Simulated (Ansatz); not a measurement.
```xyz
10

Al   -0.2086   -0.3439   -0.1632
O    -0.9476   -0.3975    1.3844
Si   -1.3678   -0.4364    3.0431
H    -2.6368   -1.2496    3.2260
H    -0.2624   -1.0661    3.8724
H    -1.6125    0.9733    3.5519
O     1.5279   -0.2856   -0.2801
H     2.0930   -0.2521   -1.0722
O    -1.1216   -0.3465   -1.6472
H    -2.0764   -0.3750   -1.8286
```

All numbers below come from Ansatz 0.2.0, RKS revPBE/6-31G.

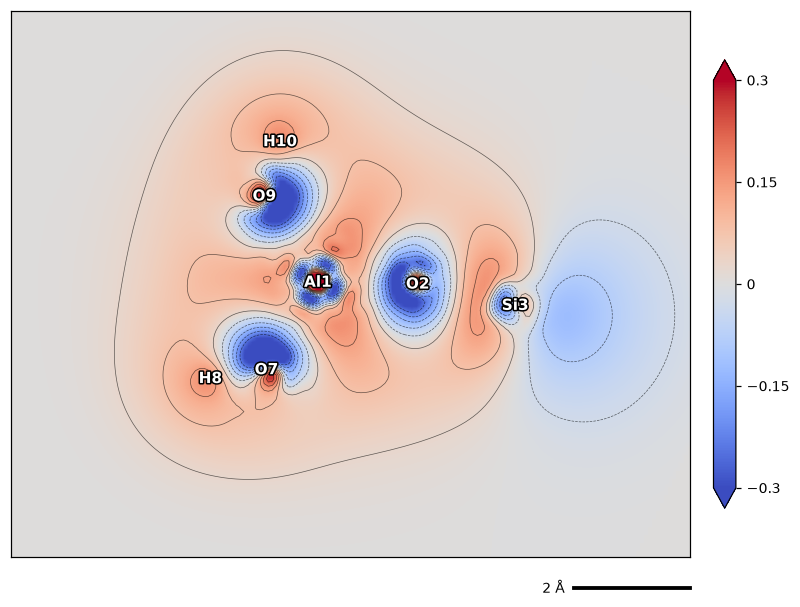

AlH5O3Si. The LUMO on the plane of atoms O2, Al1 and O9 (values in Å⁻³ᐟ²; the overall sign is arbitrary).

> What is the character of this orbital?

It lies mainly on Al1 (about 50 %), Si3 (about 10 %), O9 (about 10 %), O2 (about 10 %) and O7 (about 10 %). Its energy is −1.51 eV.
